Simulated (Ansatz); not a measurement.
**GeH3ClF: geometry relaxation (part 1 of 2)**

- system: GeH3ClF, multiplicity 2
- method: UKS r2SCAN/def2-SVP (Ansatz 0.2.0)

It belongs to a series of runs on one base structure; here: end point A relaxed. Figures and captions count atoms from 1; the log counts them from 0 in places.

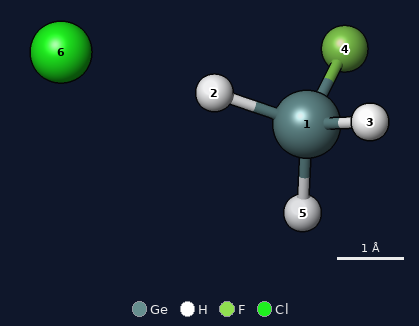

Fig. 1: The structure as given in the input (ball-and-stick view, seen at a tilt; atoms are numbered from 1 in the order of the input). Sticks mark near contacts. Bond lengths as drawn: F–Ge 1.74 Å and Ge–H 1.53 to 1.55 Å.

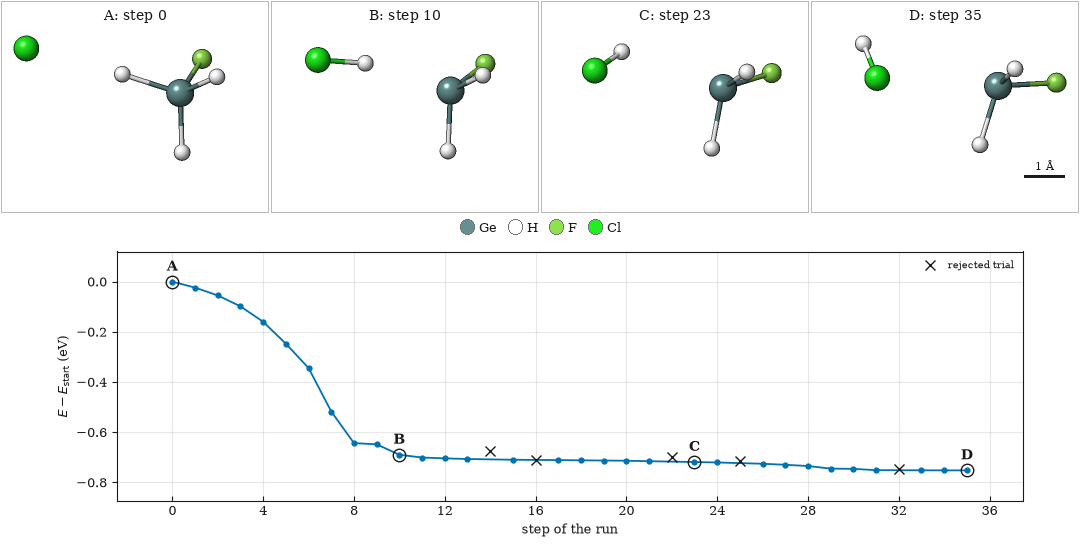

Fig. 2: Frames of the relaxation (ball-and-stick view, seen at a tilt) above the curves, on which the letters mark them (the first geometry is step 0 here and step 1 in the log).

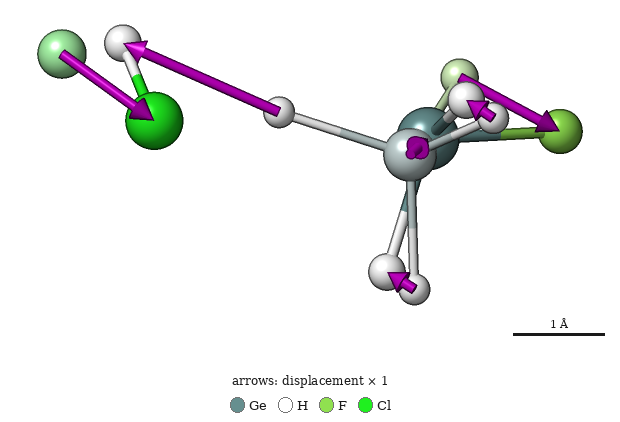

Fig. 3: Start (faint) and end (solid) with the displacements as pink arrows, at true length (ball-and-stick view, seen at a tilt). The two geometries are laid on each other by the best rigid fit. The atom that moves furthest after the best rigid fit is H2 (1.90 Å). By element the largest moves are H 1.90 Å, Cl 1.31 Å, F 1.27 Å, Ge 0.43 Å. Among the contacts that change: Ge1–H2 1.548 → 3.601 Å, H2–Cl6 2.563 → 1.288 Å, Ge1–H3 1.532 → 1.548 Å, Ge1–F4 1.739 → 1.755 Å. New bonds form: H2–Cl6 (2.56 → 1.29 Å). Bonds break: Ge1–H2 (1.55 → 3.60 Å). Over 35 geometry steps the energy falls by 0.752 eV. The largest force component goes from 0.24 to 0.019 eV/Å. The line search rejected the trial steps at points 14, 16, 22, 25, 32 (counted from 0) and went back. (Atoms are counted from 1 in the order of the input.)

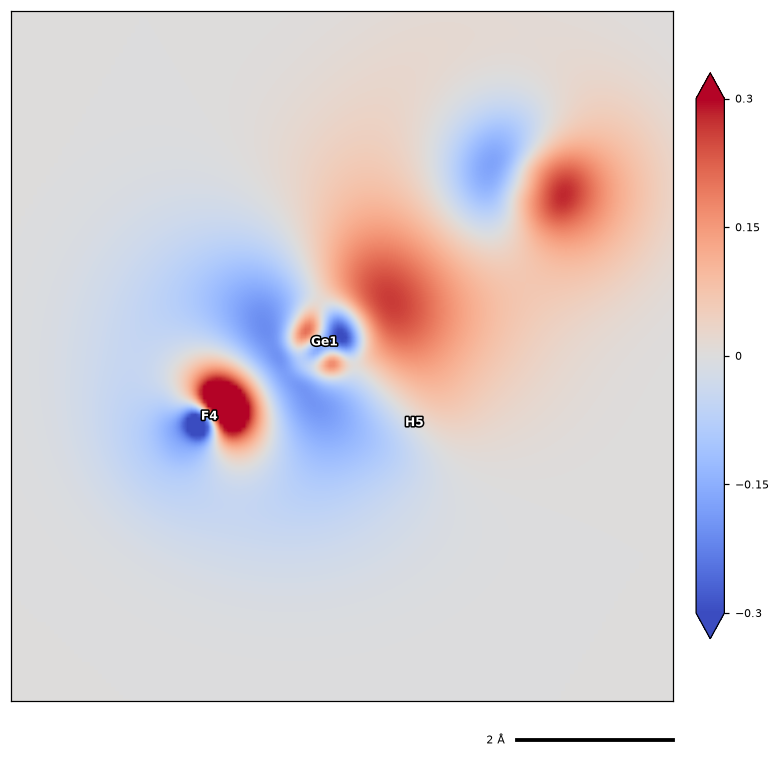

Fig. 4: One frontier orbital on the plane of atoms F4, Ge1 and H5 (values in Å⁻³ᐟ²; the overall sign is arbitrary). The LUMO (α), at −0.23 eV. It lies mainly on Ge1 (35 %), Cl6 (25 %), H2 (25 %) and F4 (10 %).

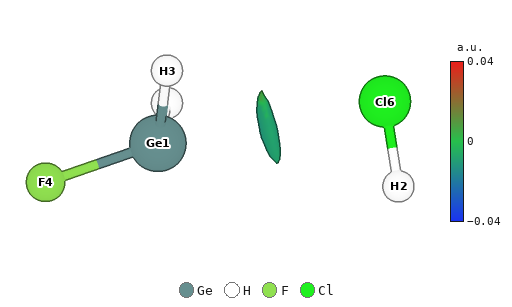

Fig. 5: Non-covalent interaction (NCI) plot: the surface where the reduced density gradient is 0.5, for densities under 0.05 a.u., coloured by sign(λ₂)ρ; seen from the side.

The input and output of the run follow.

**Input file**
```yaml
crystal:
  periodic: [false, false, false]
  atoms:
    - { symbol: Ge, position_ang: [0.027386, -0.04688, -0.060175] }
    - { symbol: H, position_ang: [-0.019418, 0.033828, 1.484972] }
    - { symbol: H, position_ang: [1.468171, 0.025848, -0.574326] }
    - { symbol: F, position_ang: [-0.791502, 1.371552, -0.644682] }
    - { symbol: H, position_ang: [-0.755877, -1.25823, -0.574599] }
    - { symbol: Cl, position_ang: [0.011541, -0.020018, 4.04701] }
magnetization:
  spin_polarized: true
  initial_magnetization: 1
basis:
  gaussian: { orbitals: def2-SVP }
hamiltonian:
  xc: r2scan
relax:
  f_tol: 0.03
  max_steps: 50
output:
  orbitals: {}
```

Launched with:
```bash
ansatz run input.yaml --threads 4 --pin off --max-ram 5120MiB --backend cpu --events-out ev --progress --plain --runs-dir out
```

**What the program printed**
```
The last accepted step is kept in [file] (removed where the run ends without a failure and the disk answers)
Engine: ansatz 0.2.0, aarch64-unknown-linux-gnu
Functional definition: r2SCAN
  parameter k0 = 0.174
  parameter k1 = 0.065
  parameter a1 = 4.9479
  exchange = r2scan_x(k0 = k0, k1 = k1, a1 = a1)
  correlation = r2scan_c
868 factors; their error is unknown
mean field evaluation 1: about -71788.4355 eV, gradient 2.4e1 eV
mean field evaluation 2: about -71763.7660 eV, gradient 7.5e1 eV
mean field evaluation 4: about -71790.1013 eV, gradient 4.0e0 eV
mean field evaluation 8: about -71790.1779 eV, gradient 1.4e-1 eV
mean field evaluation 16: about -71790.1229 eV, gradient 3.7e-3 eV
mean field evaluation 32: about -71790.1229 eV, gradient 2.5e-7 eV
mean field -71790.12293262 eV, -2638.2383566806 hartree, gradient 2.1e-7 eV, S^2 0.752999; 6 other end points of the search recorded, 0 dependent functions left out
the calculation of the forces begins
reference -71790.12294173 eV, -2638.2383570157 hartree; 31, 30 occupied and 48, 49 virtual orbitals, 868 factors
relax step   1: F+E_penalty+E_count = -71790.12293262 eV  Δ(F+E_penalty+E_count) = +0.000e0 eV  max|allowed force component| = 2.374e-1 eV/Å  Δτ_max = 0.0000 Å  (198 SCF iters, accepted)
these checks for a lower state are left out or cut short: starts, cluster_reference, orbital_swaps, neighbouring_geometries, increment
868 factors; their error is unknown
mean field evaluation 64: about -71790.1930 eV, gradient 9.9e-3 eV
mean field -71790.14657011 eV, -2638.2392253425 hartree, gradient 5.5e-6 eV, S^2 0.753044; 0 other end points of the search recorded, 0 dependent functions left out
[... from here on the field's lines of each further geometry are left out, up to the last ...]
relax step   2: F+E_penalty+E_count = -71790.14657011 eV  Δ(F+E_penalty+E_count) = -2.364e-2 eV  max|allowed force component| = 2.906e-1 eV/Å  Δτ_max = 0.0787 Å  (57 SCF iters, accepted)
relax step   3: F+E_penalty+E_count = -71790.17783658 eV  Δ(F+E_penalty+E_count) = -3.127e-2 eV  max|allowed force component| = 3.717e-1 eV/Å  Δτ_max = 0.0892 Å  (90 SCF iters, accepted)
relax step   4: F+E_penalty+E_count = -71790.22112341 eV  Δ(F+E_penalty+E_count) = -4.329e-2 eV  max|allowed force component| = 4.691e-1 eV/Å  Δτ_max = 0.1030 Å  (46 SCF iters, accepted)
relax step   5: F+E_penalty+E_count = -71790.28283595 eV  Δ(F+E_penalty+E_count) = -6.171e-2 eV  max|allowed force component| = 6.159e-1 eV/Å  Δτ_max = 0.1224 Å  (42 SCF iters, accepted)
relax step   6: F+E_penalty+E_count = -71790.37009527 eV  Δ(F+E_penalty+E_count) = -8.726e-2 eV  max|allowed force component| = 8.280e-1 eV/Å  Δτ_max = 0.1445 Å  (37 SCF iters, accepted)
relax step   7: F+E_penalty+E_count = -71790.46703304 eV  Δ(F+E_penalty+E_count) = -9.694e-2 eV  max|allowed force component| = 1.009e0 eV/Å  Δτ_max = 0.1405 Å  (37 SCF iters, accepted)
relax step   8: F+E_penalty+E_count = -71790.64043962 eV  Δ(F+E_penalty+E_count) = -1.734e-1 eV  max|allowed force component| = 6.568e-1 eV/Å  Δτ_max = 0.1952 Å  (38 SCF iters, accepted)
relax step   9: F+E_penalty+E_count = -71790.76608305 eV  Δ(F+E_penalty+E_count) = -1.256e-1 eV  max|allowed force component| = 2.433e-1 eV/Å  Δτ_max = 0.1966 Å  (39 SCF iters, accepted)
relax step  10: F+E_penalty+E_count = -71790.77091485 eV  Δ(F+E_penalty+E_count) = -4.832e-3 eV  max|allowed force component| = 1.534e0 eV/Å  Δτ_max = 0.1785 Å  (34 SCF iters, accepted)
relax step  11: F+E_penalty+E_count = -71790.81256700 eV  Δ(F+E_penalty+E_count) = -4.165e-2 eV  max|allowed force component| = 3.407e-1 eV/Å  Δτ_max = 0.1298 Å  (33 SCF iters, accepted)
relax step  12: F+E_penalty+E_count = -71790.82349653 eV  Δ(F+E_penalty+E_count) = -1.093e-2 eV  max|allowed force component| = 2.097e-1 eV/Å  Δτ_max = 0.1492 Å  (34 SCF iters, accepted)
relax step  13: F+E_penalty+E_count = -71790.82680071 eV  Δ(F+E_penalty+E_count) = -3.304e-3 eV  max|allowed force component| = 1.210e-1 eV/Å  Δτ_max = 0.0237 Å  (34 SCF iters, accepted)
relax step  14: F+E_penalty+E_count = -71790.82933784 eV  Δ(F+E_penalty+E_count) = -2.537e-3 eV  max|allowed force component| = 3.735e-2 eV/Å  Δτ_max = 0.0465 Å  (34 SCF iters, accepted)
relax step  15: F+E_penalty+E_count = -71790.79761237 eV  Δ(F+E_penalty+E_count) = +3.173e-2 eV  max|allowed force component| = 9.031e-1 eV/Å  Δτ_max = 0.1953 Å  (36 SCF iters, rejected (line search))
relax step  16: F+E_penalty+E_count = -71790.83237645 eV  Δ(F+E_penalty+E_count) = -3.039e-3 eV  max|allowed force component| = 5.499e-2 eV/Å  Δτ_max = 0.0923 Å  (33 SCF iters, accepted)
relax step  17: F+E_penalty+E_count = -71790.83209878 eV  Δ(F+E_penalty+E_count) = +2.777e-4 eV  max|allowed force component| = 2.626e-1 eV/Å  Δτ_max = 0.0980 Å  (32 SCF iters, rejected (line search))
relax step  18: F+E_penalty+E_count = -71790.83368900 eV  Δ(F+E_penalty+E_count) = -1.313e-3 eV  max|allowed force component| = 3.704e-2 eV/Å  Δτ_max = 0.0475 Å  (34 SCF iters, accepted)
relax step  19: F+E_penalty+E_count = -71790.83466687 eV  Δ(F+E_penalty+E_count) = -9.779e-4 eV  max|allowed force component| = 9.646e-2 eV/Å  Δτ_max = 0.0488 Å  (34 SCF iters, accepted)
relax step  20: F+E_penalty+E_count = -71790.83540784 eV  Δ(F+E_penalty+E_count) = -7.410e-4 eV  max|allowed force component| = 1.093e-1 eV/Å  Δτ_max = 0.0601 Å  (34 SCF iters, accepted)
relax step  21: F+E_penalty+E_count = -71790.83627769 eV  Δ(F+E_penalty+E_count) = -8.698e-4 eV  max|allowed force component| = 7.698e-2 eV/Å  Δτ_max = 0.0269 Å  (33 SCF iters, accepted)
relax step  22: F+E_penalty+E_count = -71790.83814016 eV  Δ(F+E_penalty+E_count) = -1.862e-3 eV  max|allowed force component| = 8.849e-2 eV/Å  Δτ_max = 0.0978 Å  (33 SCF iters, accepted)
relax step  23: F+E_penalty+E_count = -71790.82262943 eV  Δ(F+E_penalty+E_count) = +1.551e-2 eV  max|allowed force component| = 8.270e-1 eV/Å  Δτ_max = 0.1933 Å  (34 SCF iters, rejected (line search))
relax step  24: F+E_penalty+E_count = -71790.84141945 eV  Δ(F+E_penalty+E_count) = -3.279e-3 eV  max|allowed force component| = 3.172e-2 eV/Å  Δτ_max = 0.0966 Å  (32 SCF iters, accepted)
relax step  25: F+E_penalty+E_count = -71790.84320667 eV  Δ(F+E_penalty+E_count) = -1.787e-3 eV  max|allowed force component| = 1.205e-1 eV/Å  Δτ_max = 0.0960 Å  (31 SCF iters, accepted)
relax step  26: F+E_penalty+E_count = -71790.83630421 eV  Δ(F+E_penalty+E_count) = +6.902e-3 eV  max|allowed force component| = 7.563e-1 eV/Å  Δτ_max = 0.1483 Å  (32 SCF iters, rejected (line search))
relax step  27: F+E_penalty+E_count = -71790.84829023 eV  Δ(F+E_penalty+E_count) = -5.084e-3 eV  max|allowed force component| = 7.221e-2 eV/Å  Δτ_max = 0.0742 Å  (31 SCF iters, accepted)
relax step  28: F+E_penalty+E_count = -71790.85245612 eV  Δ(F+E_penalty+E_count) = -4.166e-3 eV  max|allowed force component| = 7.020e-2 eV/Å  Δτ_max = 0.0750 Å  (33 SCF iters, accepted)
relax step  29: F+E_penalty+E_count = -71790.85735078 eV  Δ(F+E_penalty+E_count) = -4.895e-3 eV  max|allowed force component| = 2.657e-1 eV/Å  Δτ_max = 0.1107 Å  (32 SCF iters, accepted)
relax step  30: F+E_penalty+E_count = -71790.86762954 eV  Δ(F+E_penalty+E_count) = -1.028e-2 eV  max|allowed force component| = 1.009e-1 eV/Å  Δτ_max = 0.1687 Å  (32 SCF iters, accepted)
relax step  31: F+E_penalty+E_count = -71790.86863474 eV  Δ(F+E_penalty+E_count) = -1.005e-3 eV  max|allowed force component| = 2.575e-1 eV/Å  Δτ_max = 0.1129 Å  (34 SCF iters, accepted)
relax step  32: F+E_penalty+E_count = -71790.87386824 eV  Δ(F+E_penalty+E_count) = -5.233e-3 eV  max|allowed force component| = 3.024e-2 eV/Å  Δτ_max = 0.0998 Å  (34 SCF iters, accepted)
relax step  33: F+E_penalty+E_count = -71790.86841787 eV  Δ(F+E_penalty+E_count) = +5.450e-3 eV  max|allowed force component| = 3.872e-1 eV/Å  Δτ_max = 0.1139 Å  (32 SCF iters, rejected (line search))
relax step  34: F+E_penalty+E_count = -71790.87440845 eV  Δ(F+E_penalty+E_count) = -5.402e-4 eV  max|allowed force component| = 1.243e-2 eV/Å  Δτ_max = 0.0334 Å  (29 SCF iters, accepted)
relax step  35: F+E_penalty+E_count = -71790.87469357 eV  Δ(F+E_penalty+E_count) = -2.851e-4 eV  max|allowed force component| = 4.781e-2 eV/Å  Δτ_max = 0.0428 Å  (32 SCF iters, accepted)
the calculation of the forces begins
reference -71790.87475725 eV, -2638.2659857261 hartree; 31, 30 occupied and 48, 49 virtual orbitals, 868 factors
relax step  36: F+E_penalty+E_count = -71790.87474743 eV  Δ(F+E_penalty+E_count) = -5.386e-5 eV  max|allowed force component| = 1.924e-2 eV/Å  Δτ_max = 0.0103 Å  (28 SCF iters, accepted)
868 factors; their error is unknown
mean field -71790.87474743 eV, -2638.2659853653 hartree, gradient 2.4e-5 eV, S^2 0.751967; 1 other end points of the search recorded, 0 dependent functions left out
the calculation of the forces begins
reference -71790.87475725 eV, -2638.2659857261 hartree; 31, 30 occupied and 48, 49 virtual orbitals, 868 factors
Total energy: -71790.87475725 eV, -2638.2659857261 hartree
Atom 0 at    -0.167737     0.291128    -0.266489 Å, force     0.006736    -0.011670     0.014418 eV/Å
Atom 1 at    -0.224852     0.389379     3.333185 Å, force     0.006352    -0.011000    -0.004195 eV/Å
Atom 2 at     1.377652     0.193374    -0.259941 Å, force    -0.001890     0.001072     0.001753 eV/Å
Atom 3 at    -0.578824     1.003396    -1.816890 Å, force    -0.005439     0.009425    -0.019236 eV/Å
Atom 4 at    -0.855711    -1.096128    -0.260177 Å, force     0.000017     0.002172     0.001754 eV/Å
Atom 5 at     0.389772    -0.675049     2.948512 Å, force    -0.005775     0.010001     0.005504 eV/Å
Dipole moment:    -0.015802     0.027259     0.592665 e Å
```

**Trajectory as extended XYZ (Å, eV, eV/Å), 34 of the 36 frames kept, from step=1 to step=36**
```
6
Properties=species:S:1:pos:R:3:forces:R:3 step=1 energy=-71790.12293
Ge    0.0274   -0.0469   -0.0602    0.0351  -0.0609   0.0807
H    -0.0194    0.0338    1.4850   -0.0027   0.0047   0.1723
H     1.4682    0.0258   -0.5743   -0.0030  -0.0027   0.0039
F    -0.7915    1.3716   -0.6447   -0.0339   0.0587  -0.0235
H    -0.7559   -1.2582   -0.5746    0.0039   0.0012   0.0039
Cl    0.0115   -0.0200    4.0470    0.0006  -0.0009  -0.2374
6
Properties=species:S:1:pos:R:3:forces:R:3 step=2 energy=-71790.14657
Ge    0.0268   -0.0458   -0.0428    0.0186  -0.0322  -0.0474
H    -0.0238    0.0415    1.4988   -0.0067   0.0116   0.2906
H     1.4682    0.0244   -0.5549    0.0023   0.0023   0.0138
F    -0.7912    1.3711   -0.6363   -0.0112   0.0194   0.0000
H    -0.7547   -1.2590   -0.5552   -0.0032  -0.0008   0.0138
Cl    0.0150   -0.0260    3.9686    0.0002  -0.0003  -0.2709
6
Properties=species:S:1:pos:R:3:forces:R:3 step=3 energy=-71790.17784
Ge    0.0266   -0.0455   -0.0272    0.0057  -0.0099  -0.0924
H    -0.0287    0.0498    1.5153   -0.0071   0.0122   0.3717
H     1.4706    0.0249   -0.5319    0.0004   0.0013   0.0154
F    -0.7907    1.3702   -0.6256    0.0026  -0.0046   0.0066
H    -0.7562   -1.2608   -0.5322   -0.0014   0.0003   0.0154
Cl    0.0187   -0.0324    3.8798   -0.0003   0.0006  -0.3167
6
Properties=species:S:1:pos:R:3:forces:R:3 step=4 energy=-71790.22112
Ge    0.0258   -0.0441   -0.0086    0.0016  -0.0027  -0.1531
H    -0.0352    0.0612    1.5365   -0.0099   0.0171   0.4691
H     1.4726    0.0252   -0.5049    0.0029   0.0023   0.0212
F    -0.7896    1.3682   -0.6171    0.0105  -0.0182   0.0165
H    -0.7575   -1.2624   -0.5052   -0.0035  -0.0014   0.0212
Cl    0.0243   -0.0421    3.7774   -0.0016   0.0028  -0.3750
6
Properties=species:S:1:pos:R:3:forces:R:3 step=5 energy=-71790.28284
Ge    0.0249   -0.0425    0.0123    0.0015  -0.0025  -0.2398
H    -0.0439    0.0762    1.5619   -0.0130   0.0224   0.6159
H     1.4756    0.0259   -0.4720    0.0046   0.0022   0.0246
F    -0.7882    1.3658   -0.6074    0.0152  -0.0264   0.0195
H    -0.7597   -1.2647   -0.4723   -0.0043  -0.0029   0.0246
Cl    0.0315   -0.0546    3.6558   -0.0041   0.0072  -0.4450
```
